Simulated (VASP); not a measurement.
Band structure of Ti2Ag (space group I4/mmm). Method: PBEsol GGA, VASP's PBE PAW potentials (set 64) (plane waves; VASP).

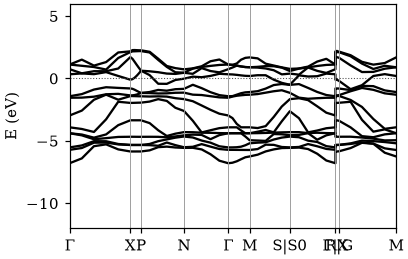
Figure. Bands along high-symmetry lines, zero at the valence-band maximum or, without a gap, the Fermi level

Read the plot: is there a gap, and where are the band edges?

It has no gap at this level: it comes out as a metal or semimetal.

The structure comes from a computed database's Ti2Ag entry (I4/mmm); how it stands against other phases isn't given here. The cell was not relaxed at this level. The electron count is odd and the run is not spin-polarised, which forces a metal.
